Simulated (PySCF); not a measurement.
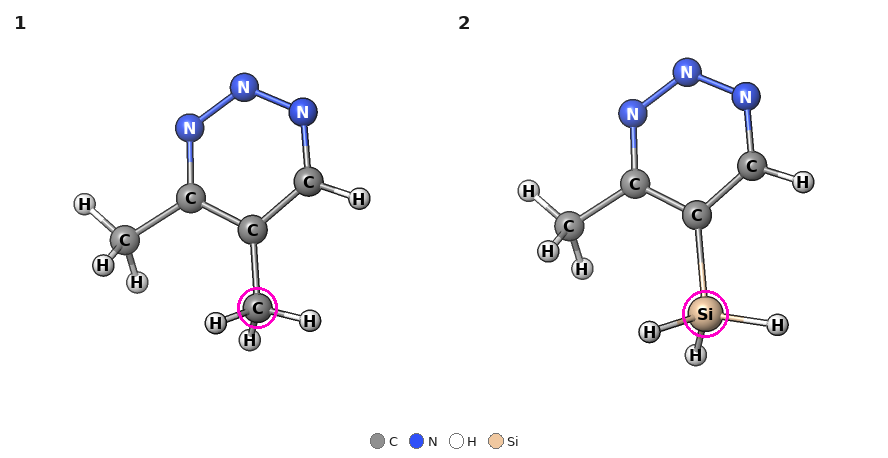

2 molecules with one skeleton, seen from the same side and at one scale; the atom that differs is circled. Charge 0, singlet. Computed geometries: GFN2-xTB optimisations, one conformation each. Properties computed with PySCF 2.14.0.

One atom differs, called X below: C in panel 1, Si in panel 2. Their formulas are C5H7N3 (`Cc1cnnnc1C`), C4H7N3Si (`Cc1nnncc1[SiH3]`).

In which is the mean length of X–H larger (GFN2-xTB)?

In panel 2 (X = Si).

In which is the length of X–C larger (GFN2-xTB)?

In panel 2 (X = Si).

Give the values. With GFN2-xTB: length of X–C (Å), mean length of X–H (Å), mean angle C–X–H (°). With PBE0/pcSseg-1: dipole moment (D), HOMO energy (Kohn–Sham orbital) (eV), HOMO–LUMO gap (eV), Hirshfeld charge of X (e), GIAO shielding of the C bonded to X (ppm).

```json
{"quantity": "length of X–C (Å)", "1 (C)": "1.489", "2 (Si)": "1.888", "2 − 1": "+0.399"}
{"quantity": "mean length of X–H (Å)", "1 (C)": "1.089", "2 (Si)": "1.462", "2 − 1": "+0.373"}
{"quantity": "mean angle C–X–H (°)", "1 (C)": "110.4", "2 (Si)": "107.8", "2 − 1": "−2.6"}
{"quantity": "dipole moment (D)", "1 (C)": "5.95", "2 (Si)": "5.30", "2 − 1": "−0.65"}
{"quantity": "HOMO energy (Kohn–Sham orbital) (eV)", "1 (C)": "−6.89", "2 (Si)": "−6.99", "2 − 1": "−0.10"}
{"quantity": "HOMO–LUMO gap (eV)", "1 (C)": "5.35", "2 (Si)": "4.95", "2 − 1": "−0.40"}
{"quantity": "Hirshfeld charge of X (e)", "1 (C)": "−0.11", "2 (Si)": "0.33", "2 − 1": "+0.44"}
{"quantity": "GIAO shielding of the C bonded to X (ppm)", "1 (C)": "54.2", "2 (Si)": "62.0", "2 − 1": "+7.8"}
```

The geometry is semi-empirical. Around Si such bond lengths and angles can be off by a tenth of an ångström or more and by several degrees, and values that hang on the shape move with them.
